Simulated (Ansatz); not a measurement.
# A hypothetical structure for ZnCd2SnTe4

Starting from a made-up structure for ZnCd2SnTe4, the aim is the relaxed cell, its shortest contacts and, where a second run follows, its electronic structure.

Calculated with Ansatz 0.2.0; DFT, PBEsol, plane-wave PAW, files of the set soft_1, scalar-relativistic, no spin, cell and ions relaxed at zero pressure; PAW set soft_1, in the first sound run; inputs show where later runs differ.

**1. Set-up**

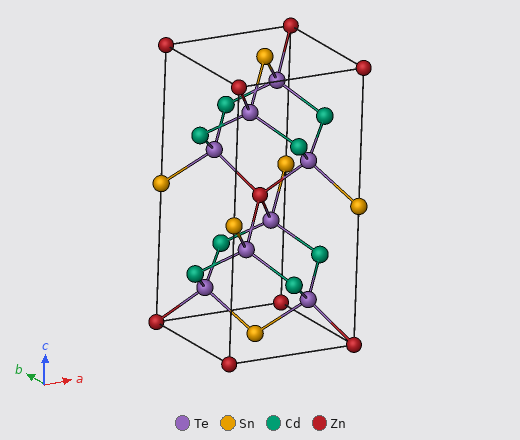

The starting structure, seen slightly off an axis (tellurium purple, tin orange, cadmium teal, zinc red). This picture shows the conventional cell, with its axes. Bonds to atoms that aren't drawn are left out. Some periodic images of atoms are drawn too.

**2. Relaxation of the guess**

The guessed cell has no reason to be at equilibrium. It is relaxed with the atoms, within the space group of the guess.

input.yaml

```yaml
crystal:
  lattice:
    - [-3.2025, 3.2025, 6.482]
    - [3.2025, -3.2025, 6.482]
    - [3.2025, 3.2025, -6.482]
  atoms:
    - { symbol: Te, position: [0.6173, 0.6173, 0.523] }
    - { symbol: Te, position: [0.0943, 0.0943, 0.477] }
    - { symbol: Te, position: [0.3827, 0.9057, 0.0] }
    - { symbol: Te, position: [0.9057, 0.3827, 0.0] }
    - { symbol: Sn, position: [0.5, 0.5, 0.0] }
    - { symbol: Cd, position: [0.25, 0.75, 0.5] }
    - { symbol: Cd, position: [0.75, 0.25, 0.5] }
    - { symbol: Zn, position: [0.0, 0.0, 0.0] }
kpoints:
  mp_grid: { grid: [6, 6, 6] }
scf:
  occupations: { method: fermi_dirac, width: 0.05 }
hamiltonian:
  xc: pbesol
  pseudopotentials: { kind: paw, azcp: { folder: soft_1 }, xc_functional: pbe }
relax:
  f_tol: 0.015
  max_steps: 70
  cell: {}
output:
  forces: true
  stress: true
```

Run with:

```bash
$ ansatz run input.yaml --threads 4 --pin off --max-ram 10240MiB --backend cpu --events-out ev --progress --plain --runs-dir out
```

Numbers of over 12 decimals in the logs are rounded to 6 here.

Output:

```text
Engine: ansatz 0.2.0, x86_64-unknown-linux-gnu
Pseudopotentials: kind: paw
Pseudopotential: Te, paw, valence charge 16, recommended cutoff 420 eV (normal), soft_1/Te.paw.azcp
Pseudopotential: Sn, paw, valence charge 14, recommended cutoff 420 eV (normal), soft_1/Sn.paw.azcp
Pseudopotential: Cd, paw, valence charge 20, recommended cutoff 420 eV (normal), soft_1/Cd.paw.azcp
Pseudopotential: Zn, paw, valence charge 12, recommended cutoff 420 eV (normal), soft_1/Zn.paw.azcp
Functional definition: PBEsol
  exchange = pbesol_x
  correlation = pbesol_c
Crystal: 8 atoms, lattice volume = 265.918 Å³
Basis set: ecut = 420 eV, 5197 PW (Γ), exchange–correlation on 108×108×108 points (8 copies of the dense FFT grid, shifted against one another)
Bands: 78, of which v1, the nominal top of the filled ones, is band 65 counted from 1 (64 counted from 0)
Symmetry: 8 space group operations
Space group: I-42m (ITA 121), of the structure as read, at distance tolerance 6.4e-5 Å
k-points: 30 of 216 (time reversal used)
Non-local potential: Te, projectors of the file, l = 0: 2, l = 1: 2, l = 2: 2, l = 3: 1
Non-local potential: Sn, projectors of the file, l = 0: 2, l = 1: 2, l = 2: 2, l = 3: 1
Non-local potential: Cd, projectors of the file, l = 0: 3, l = 1: 2, l = 2: 2, l = 3: 1
Non-local potential: Zn, projectors of the file, l = 0: 2, l = 1: 2, l = 2: 3, l = 3: 1
PAW form: soft (Blöchl's): semilocal exchange-correlation on the pseudo side does not see the compensation charge
PAW frozen core: Te, regenerated for the run's functional, and the local potential with it (the file was generated under x = pbe(κ = 0.804, μ = 0.219515), c = pbe(β = 0.066725))
PAW frozen core: Sn, regenerated for the run's functional, and the local potential with it (the file was generated under x = pbe(κ = 0.804, μ = 0.219515), c = pbe(β = 0.066725))
PAW frozen core: Cd, regenerated for the run's functional, and the local potential with it (the file was generated under x = pbe(κ = 0.804, μ = 0.219515), c = pbe(β = 0.066725))
PAW frozen core: Zn, regenerated for the run's functional, and the local potential with it (the file was generated under x = pbe(κ = 0.804, μ = 0.219515), c = pbe(β = 0.066725))
PAW one-centre angular grid: Te, 590 points (default); XC on 64 Gauss nodes
PAW one-centre angular grid: Sn, 590 points (default); XC on 64 Gauss nodes
PAW one-centre angular grid: Cd, 590 points (default); XC on 64 Gauss nodes
PAW one-centre angular grid: Zn, 590 points (default); XC on 64 Gauss nodes
Initial density: superposition of atomic densities (chi_scale 0.1, normalization cell, long waves kept (reshape's long-wave potential 0.02 eV rms))
Initial wavefunctions: pseudopotential atomic-orbital guess
Functional: x = pbesol(κ = 0.804, μ = 0.123457), c = pbesol(β = 0.046)
SCF iter   1: F=—  HF=-53206.372301 eV  |F-HF|=—  |Δ(HF+E_count)|=         —  Δρ=2.08e-2  dr2=1.08e0  ethr=3.10e-3  ⟨swp⟩=8.0  Hψ=9899  notcnv=0  defer=20
preconditioner: auto → Resta (q_TF=auto, 2.422 Å⁻¹)  ε∞=4.0  [insulator: Δε(μ)=0.731 eV  Ē_g=10.467 eV  σ=0.050 eV  W_gap=1.00  n_scr=68 (ndim 8)  ℏωp=18.2 eV  f_vac=0.109  D(μ)=0.01/eV (n_scr^D=0)  ε∞_Penn≈4.0]
SCF iter   2: F=—  HF=-53206.169298 eV  |F-HF|=—  |Δ(HF+E_count)|=   2.03e-1  Δρ=9.76e-3  dr2=2.70e-1  ethr=8.32e-4  ⟨swp⟩=3.0  Hψ=3963  notcnv=0  defer=129
SCF iter   3: F=—  HF=-53206.153371 eV  |F-HF|=—  |Δ(HF+E_count)|=   1.59e-2  Δρ=4.99e-3  dr2=5.13e-2  ethr=2.08e-4  ⟨swp⟩=2.1  Hψ=3017  notcnv=0  defer=129
SCF iter   4: F=—  HF=-53206.145918 eV  |F-HF|=—  |Δ(HF+E_count)|=   7.45e-3  Δρ=2.35e-3  dr2=1.10e-2  ethr=3.94e-5  ⟨swp⟩=2.1  Hψ=3507  notcnv=0  defer=126
SCF iter   5: F=—  HF=-53206.144594 eV  |F-HF|=—  |Δ(HF+E_count)|=   1.32e-3  Δρ=5.75e-4  dr2=1.54e-3  ethr=8.48e-6  ⟨swp⟩=2.1  Hψ=2826  notcnv=0  defer=126
SCF iter   6: F=—  HF=-53206.145795 eV  |F-HF|=—  |Δ(HF+E_count)|=   1.20e-3  Δρ=2.21e-4  dr2=2.57e-4  ethr=1.19e-6  ⟨swp⟩=2.0  Hψ=3267  notcnv=0  defer=126
SCF iter   7: F=—  HF=-53206.146176 eV  |F-HF|=—  |Δ(HF+E_count)|=   3.81e-4  Δρ=7.35e-5  dr2=1.87e-5  ethr=1.98e-7  ⟨swp⟩=2.0  Hψ=3191  notcnv=0  defer=126
SCF iter   8: F=—  HF=-53206.146213 eV  |F-HF|=—  |Δ(HF+E_count)|=   3.77e-5  Δρ=2.20e-5  dr2=1.11e-6  ethr=1.44e-8  ⟨swp⟩=2.0  Hψ=3200  notcnv=0  defer=126
SCF iter   9: F=—  HF=-53206.146215 eV  |F-HF|=—  |Δ(HF+E_count)|=   1.42e-6  Δρ=1.04e-5  dr2=1.92e-7  ethr=8.53e-10  ⟨swp⟩=2.0  Hψ=3330  notcnv=0  defer=126
SCF iter  10: F=-53206.146215 eV  HF=-53206.146215 eV  |F-HF|=5.96e-9  |Δ(HF+E_count)|=   1.18e-7  Δρ=2.14e-6  dr2=1.09e-8  ethr=7.69e-11  ⟨swp⟩=5.0  Hψ=7609  notcnv=0
SCF 1 converged in 10 iterations: F = -53206.146215 eV  dr2 = 1.09e-8
  greatest PAW one-centre occupation: 1.000 electrons in one spin orbital (limit 2), on the Cd atom at site 6 (counted from 0), in its partial waves of l = 0
relax step   1: F+E_penalty+E_count = -53206.14621499 eV  Δ(F+E_penalty+E_count) = +0.000e0 eV  max|allowed force component| = 1.716e0 eV/Å  Δτ_max = 0.0000 Å  P = +3.795 GPa  Ω = 265.918 Å³  (10 SCF iters, dr2 threshold 1.00e-7 eV, accepted)
Crystal: 8 atoms, lattice volume = 278.296 Å³
Basis set: ecut = 420 eV, 5445 PW (Γ), exchange–correlation on 108×108×108 points (8 copies of the dense FFT grid, shifted against one another)
Initial density: handed on by an earlier stage of this run
Initial wavefunctions: those handed on with the density
iter 1 solved again at ethr=4.88e-5 eV; its pass at ethr=3.10e-3 eV (dr2=6.34e-2 eV) is discarded
SCF iter   1: F=—  HF=-53207.233186 eV  |F-HF|=—  |Δ(HF+E_count)|=         —  Δρ=5.87e-3  dr2=6.65e-2  ethr=4.88e-5  ⟨swp⟩=3.2  Hψ=12968  notcnv=0
preconditioner: auto → Resta (q_TF=auto, 2.403 Å⁻¹)  ε∞=4.2  [insulator: Δε(μ)=0.544 eV  Ē_g=9.989 eV  σ=0.050 eV  W_gap=0.99  n_scr=68 (ndim 8)  ℏωp=17.8 eV  f_vac=0.165  D(μ)=0.01/eV (n_scr^D=0)  ε∞_Penn≈4.2]
SCF iter   2: F=—  HF=-53207.222294 eV  |F-HF|=—  |Δ(HF+E_count)|=   1.09e-2  Δρ=2.94e-3  dr2=1.77e-2  ethr=4.88e-5  ⟨swp⟩=2.0  Hψ=2839  notcnv=0
SCF iter   3: F=—  HF=-53207.221410 eV  |F-HF|=—  |Δ(HF+E_count)|=   8.84e-4  Δρ=1.60e-3  dr2=3.90e-3  ethr=1.36e-5  ⟨swp⟩=2.0  Hψ=3189  notcnv=0
SCF iter   4: F=—  HF=-53207.220096 eV  |F-HF|=—  |Δ(HF+E_count)|=   1.31e-3  Δρ=3.88e-4  dr2=3.04e-4  ethr=3.00e-6  ⟨swp⟩=2.0  Hψ=3214  notcnv=0
SCF iter   5: F=—  HF=-53207.220122 eV  |F-HF|=—  |Δ(HF+E_count)|=   2.58e-5  Δρ=1.26e-4  dr2=5.17e-5  ethr=2.34e-7  ⟨swp⟩=2.0  Hψ=3228  notcnv=0
SCF iter   6: F=—  HF=-53207.220151 eV  |F-HF|=—  |Δ(HF+E_count)|=   2.90e-5  Δρ=3.68e-5  dr2=6.17e-6  ethr=3.98e-8  ⟨swp⟩=2.0  Hψ=3187  notcnv=0
[...]
preconditioner: auto → Resta (q_TF=auto, 2.405 Å⁻¹)  ε∞=4.2  [insulator: Δε(μ)=0.375 eV  Ē_g=9.986 eV  σ=0.050 eV  W_gap=0.93  n_scr=68 (ndim 8)  ℏωp=17.8 eV  f_vac=0.159  D(μ)=0.02/eV (n_scr^D=0)  ε∞_Penn≈4.2]
SCF iter   2: F=—  HF=-53207.291174 eV  |F-HF|=—  |Δ(HF+E_count)|=   5.73e-3  Δρ=2.06e-3  dr2=9.80e-3  ethr=2.59e-5  ⟨swp⟩=2.0  Hψ=2559  notcnv=0
SCF iter   3: F=—  HF=-53207.290493 eV  |F-HF|=—  |Δ(HF+E_count)|=   6.81e-4  Δρ=1.39e-3  dr2=2.66e-3  ethr=7.54e-6  ⟨swp⟩=2.0  Hψ=3445  notcnv=0
SCF iter   4: F=—  HF=-53207.289505 eV  |F-HF|=—  |Δ(HF+E_count)|=   9.88e-4  Δρ=2.01e-4  dr2=8.21e-5  ethr=2.04e-6  ⟨swp⟩=2.0  Hψ=3242  notcnv=0  defer=1
SCF iter   5: F=—  HF=-53207.289532 eV  |F-HF|=—  |Δ(HF+E_count)|=   2.71e-5  Δρ=5.09e-5  dr2=6.92e-6  ethr=6.32e-8  ⟨swp⟩=2.2  Hψ=3420  notcnv=0  defer=1
SCF iter   6: F=—  HF=-53207.289536 eV  |F-HF|=—  |Δ(HF+E_count)|=   3.29e-6  Δρ=1.92e-5  dr2=1.09e-6  ethr=5.33e-9  ⟨swp⟩=2.0  Hψ=4096  notcnv=0  defer=1
SCF iter   7: F=-53207.289536 eV  HF=-53207.289536 eV  |F-HF|=5.07e-8  |Δ(HF+E_count)|=   6.21e-7  Δρ=5.44e-6  dr2=9.67e-8  ethr=6.15e-10  ⟨swp⟩=4.0  Hψ=7432  notcnv=0
SCF 3 converged in 7 iterations: F = -53207.289536 eV  dr2 = 9.67e-8
relax step   3: F+E_penalty+E_count = -53207.28953619 eV  Δ(F+E_penalty+E_count) = -6.938e-2 eV  max|allowed force component| = 2.554e-1 eV/Å  Δτ_max = 0.1317 Å  P = +0.250 GPa  Ω = 277.225 Å³  energy of the carried Pulay correction = -1.956e-3 eV  (7 SCF iters, dr2 threshold 8.00e-7 eV, accepted)
[...]
relax step   4: F+E_penalty+E_count = -53207.33545981 eV  Δ(F+E_penalty+E_count) = -4.592e-2 eV  max|allowed force component| = 5.227e-2 eV/Å  Δτ_max = 0.0570 Å  P = +0.052 GPa  Ω = 278.647 Å³  energy of the carried Pulay correction = -2.193e-3 eV  (6 SCF iters, dr2 threshold 8.00e-7 eV, accepted)
[...]
relax step   5: F+E_penalty+E_count = -53207.34147679 eV  Δ(F+E_penalty+E_count) = -6.017e-3 eV  max|allowed force component| = 2.891e-2 eV/Å  Δτ_max = 0.0038 Å  P = -0.095 GPa  Ω = 279.521 Å³  energy of the carried Pulay correction = -2.337e-3 eV  (6 SCF iters, dr2 threshold 1.71e-7 eV, accepted)
[...]
relax step   6: F+E_penalty+E_count = -53207.34439927 eV  Δ(F+E_penalty+E_count) = -2.922e-3 eV  max|allowed force component| = 2.974e-3 eV/Å  Δτ_max = 0.0049 Å  P = +0.089 GPa  Ω = 277.947 Å³  energy of the carried Pulay correction = -2.076e-3 eV  (6 SCF iters, dr2 threshold 1.38e-7 eV, accepted)
[...]
relax step   7: F+E_penalty+E_count = -53207.34459261 eV  Δ(F+E_penalty+E_count) = -1.933e-4 eV  max|allowed force component| = 6.312e-4 eV/Å  Δτ_max = 0.0003 Å  P = +0.003 GPa  Ω = 278.494 Å³  energy of the carried Pulay correction = -2.167e-3 eV  (6 SCF iters, dr2 threshold 2.88e-8 eV, accepted)
Initial wavefunctions: pseudopotential atomic-orbital guess (no wavefunctions were taken with the density)
iter 1 solved again at ethr=5.32e-7 eV; its pass at ethr=3.10e-3 eV (dr2=6.91e-4 eV) is discarded
SCF iter   1: F=—  HF=-53207.343941 eV  |F-HF|=—  |Δ(HF+E_count)|=         —  Δρ=2.39e-4  dr2=6.68e-6  ethr=5.32e-7  ⟨swp⟩=3.5  Hψ=16026  notcnv=0  defer=1
preconditioner: auto → Resta (q_TF=auto, 2.403 Å⁻¹)  ε∞=4.2  [insulator: Δε(μ)=0.421 eV  Ē_g=9.962 eV  σ=0.050 eV  W_gap=0.96  n_scr=68 (ndim 8)  ℏωp=17.8 eV  f_vac=0.159  D(μ)=0.02/eV (n_scr^D=0)  ε∞_Penn≈4.2]
SCF iter   2: F=—  HF=-53207.345728 eV  |F-HF|=—  |Δ(HF+E_count)|=   1.79e-3  Δρ=1.30e-4  dr2=4.80e-6  ethr=5.14e-9  ⟨swp⟩=2.4  Hψ=3955  notcnv=0
SCF iter   3: F=—  HF=-53207.346313 eV  |F-HF|=—  |Δ(HF+E_count)|=   5.84e-4  Δρ=3.40e-5  dr2=5.54e-7  ethr=3.69e-9  ⟨swp⟩=2.0  Hψ=3208  notcnv=0
SCF iter   4: F=—  HF=-53207.346346 eV  |F-HF|=—  |Δ(HF+E_count)|=   3.34e-5  Δρ=3.30e-6  dr2=2.27e-8  ethr=4.26e-10  ⟨swp⟩=2.0  Hψ=3151  notcnv=0
SCF iter   5: F=—  HF=-53207.346346 eV  |F-HF|=—  |Δ(HF+E_count)|=   2.68e-8  Δρ=1.88e-6  dr2=7.59e-9  ethr=1.75e-11  ⟨swp⟩=2.0  Hψ=3373  notcnv=0
SCF iter   6: F=—  HF=-53207.346346 eV  |F-HF|=—  |Δ(HF+E_count)|=   3.19e-8  Δρ=7.68e-7  dr2=1.55e-9  ethr=5.84e-12  ⟨swp⟩=2.0  Hψ=3307  notcnv=0
SCF iter   7: F=—  HF=-53207.346346 eV  |F-HF|=—  |Δ(HF+E_count)|=   1.57e-8  Δρ=3.71e-7  dr2=3.32e-10  ethr=1.19e-12  ⟨swp⟩=2.0  Hψ=3302  notcnv=0
SCF iter   8: F=-53207.346346 eV  HF=-53207.346346 eV  |F-HF|=1.16e-10  |Δ(HF+E_count)|=  3.20e-10  Δρ=1.03e-7  dr2=6.30e-11  ethr=1.00e-12  ⟨swp⟩=5.0  Hψ=7833  notcnv=0
SCF 8 converged in 8 iterations: F = -53207.346346 eV  dr2 = 6.30e-11
relax step   8: F+E_penalty+E_count = -53207.34634602 eV  Δ(F+E_penalty+E_count) = -1.753e-3 eV  max|allowed force component| = 5.515e-4 eV/Å  Δτ_max = 0.0000 Å  P = -0.003 GPa  Ω = 278.494 Å³  stress off target by 5.40e-3 GPa  SCF on the basis re-selected at this cell (its energy is not comparable with the rows above)  (8 SCF iters)
basis re-selected at this cell: Δ(F+E_penalty+E_count) = -1.753e-3 eV, ΔP = -0.007 GPa vs the last step (what re-selecting the basis moved, of the pressure what is left beyond the Pulay correction that the steps carried, after the strain that the cell walked since its last selection, with what the two solves' SCF thresholds leave and, on support functions, any second-order correction that the steps lacked; it is no m [...]
SCF converged after 8 iterations
Free energy (F): -53207.346346 eV
Harris-Foulkes:  -53207.346346 eV  (|F-HF|=1.16e-10)
Internal energy: -53207.346114 eV  (E = F + TS)
E sigma→0 (E₀):  -53207.346230 eV
Entropy (-TS):   -0.000232 eV (-0.029 meV/atom)
Fermi energy:    7.661841 eV
--- Per-component energies (eV) ---
  E_band       = -2342.981840
  E_kinetic    = 1884.949845
  E_local      = -19342.671892  (includes V_loc(G=0)·N_el)
  E_nonlocal   = 1489.620323
  E_hartree    = 8999.930237
  E_xc         = -996.905094
  E_vxc        = -927.184395  (∫ρ·V_xc dr)
  E_paw        = -32592.534850  (= ΣΔE_a)
  E_vpaw       = -3447.557818  (= ΣTr[D̂ρ^β])
  E_aug_tail   = 0.000984  (compensation charges beyond the density's cutoff)
  E_ewald      = -12653.001029
  E_core_change = 3.265362  (= ΣΔE_core)
  E_smearing   = -0.000232  (= −TS)
  E_closure    = -0.000000  (closes the sum)
  Σ components = -53207.346346   (vs F -53207.346346, Δ=0.00e0)
--- Forces (eV/Å), atoms counted from 1 ---
  atom   1  Te     0.00009330     0.00009330     0.00055149
  atom   2  Te    -0.00009330    -0.00009330     0.00055149
  atom   3  Te     0.00009330    -0.00009330    -0.00055149
  atom   4  Te    -0.00009330     0.00009330    -0.00055149
  atom   5  Sn     0.00000000     0.00000000    -0.00000000
  atom   6  Cd     0.00000000    -0.00000000     0.00000000
  atom   7  Cd    -0.00000000     0.00000000     0.00000000
  atom   8  Zn     0.00000000     0.00000000    -0.00000000
  max |Σ_I F_I| component: 6.94e-17 eV/Å
--- Stress (GPa, compression-positive) ---
       -0.001945       0.000000       0.000000
        0.000000      -0.001945      -0.000000
        0.000000       0.000000      -0.005399
  P = ⅓ Tr σ = -0.0031 GPa (-0.031 kbar)
--- Relaxed structure (7 steps of the walk, 7 accepted, 1 SCFs on fresh bases) ---
  F+E_penalty+E_count = -53207.34634602 eV   max|allowed force component| = 5.515e-4 eV/Å   (the final SCF, on the basis selected at the relaxed cell)
  cell:  # Å, volume = 278.4941 Å³
    - [-3.320213, 3.320213, 6.315737]
    - [3.320213, -3.320213, 6.315737]
    - [3.320213, 3.320213, -6.315737]
  atoms:
    - { symbol: Te, position: [0.650993, 0.650993, 0.555730] }
    - { symbol: Te, position: [0.095263, 0.095263, 0.444270] }
    - { symbol: Te, position: [0.349007, 0.904737, 0.0] }
    - { symbol: Te, position: [0.904737, 0.349007, 0.0] }
    - { symbol: Sn, position: [0.500000, 0.500000, -1.2187752758619242e-18] }
    - { symbol: Cd, position: [0.250000, 0.75, 0.5] }
    - { symbol: Cd, position: [0.75, 0.250000, 0.5] }
    - { symbol: Zn, position: [-2.7405625953506617e-19, -4.0947573463083465e-19, -1.2187752758619244e-18] }
```

The job ended after 92 s (4 threads of Intel Xeon Platinum 8259CL at 2.50GHz (Skylake/Cascade Lake), shared host; peak memory 1.1 GiB).

The steps of the relaxation:

```
step  energy less that of the first step (eV)  largest force component (eV/Å)  pressure (GPa)  volume (Å³)
   1                                   0.0000                          1.7160            3.80       265.92
   2                                  -1.0739                          0.3894            0.33       278.30
   3                                  -1.1433                          0.2554            0.25       277.23
   4                                  -1.1892                          0.0523            0.05       278.65
   5                                  -1.1953                          0.0289           -0.10       279.52
   6                                  -1.1982                          0.0030            0.09       277.95
   7                                  -1.1984                          0.0006            0.00       278.49
  8*                                  -1.2001                          0.0006            0.00       278.49
```

Relaxation steps marked * repeat the geometry before them on a plane-wave basis chosen anew for their cell, so energy and pressure can jump there.

Forces are held to the 8 operations that the run works with; a distortion that breaks them can't arise in this run.

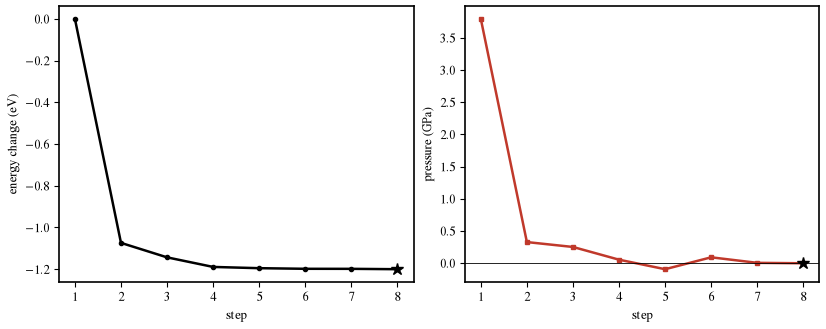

Energy and pressure along the relaxation. Stars mark steps on a basis chosen anew.

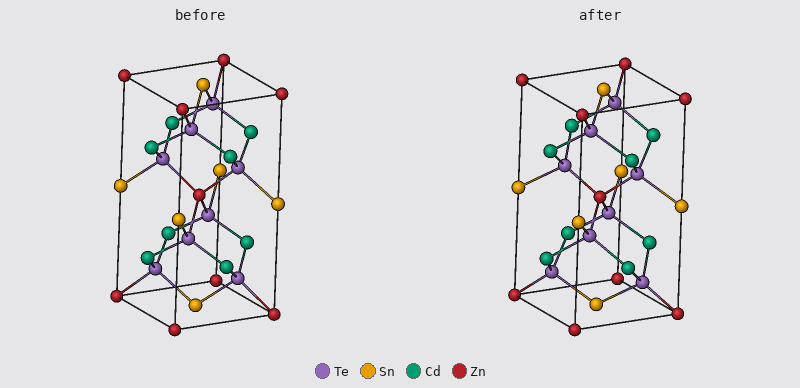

Before and after, at one scale. Bonds to atoms that aren't drawn are left out.

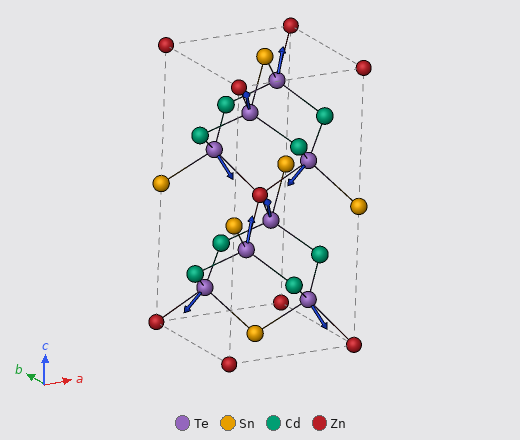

Displacements in the relaxation, exaggerated, measured against the changing cell; the longest in the cell stands for 0.27 Å. Bonds to atoms that aren't drawn are left out. Some periodic images of atoms are drawn too.

```
conventional cell, symmetrised  before   after  change
                         a (Å)   6.405   6.640  +3.7 %
                         b (Å)   6.405   6.640  +3.7 %
                         c (Å)  12.964  12.631  -2.6 %
              volume (Å³/atom)   33.24   34.81  +4.7 %
```

The atoms that moved most (Å, as changes of fractional coordinates times the final cell):

```
atom      dx      dy      dz  length
 Te1   0.109   0.109   0.219   0.267
 Te2  -0.109  -0.109   0.219   0.267
 Te3   0.109  -0.109  -0.219   0.267
 Te4  -0.109   0.109  -0.219   0.267
```

This step gave:

* free energy: -53207.3463 eV
* energy at zero smearing: -53207.3462 eV
* Fermi energy: 7.662 eV
* gap by band count: 0.4204 eV
* electrons: 130
* symmetry operations: 8
* pressure: -0.003097 GPa

Shortest distances by pair of elements, guess and relaxed (not always the same contact):

```
 pair  guess (Å)  relaxed (Å)
Te–Zn      2.857        2.631
Cd–Te      2.650        2.828
Sn–Te      3.018        3.062
Te–Te      4.219        4.172
Cd–Sn      4.556        4.582
```

The relaxation ends with a largest force component of 5.5e-4 eV/Å and a pressure of 0.00 GPa.

(Part 1 of 2 ends here.)

[Logs are printed without paths, hosts, clocks, repeated set-up lines and the standing remarks that a program may print on its own settings, such as how far it seeks lower states.]

[Hosts, paths, dates, database ids (printed as entryN), source tags and the programs' standing remarks are cut or masked in the printed files.]
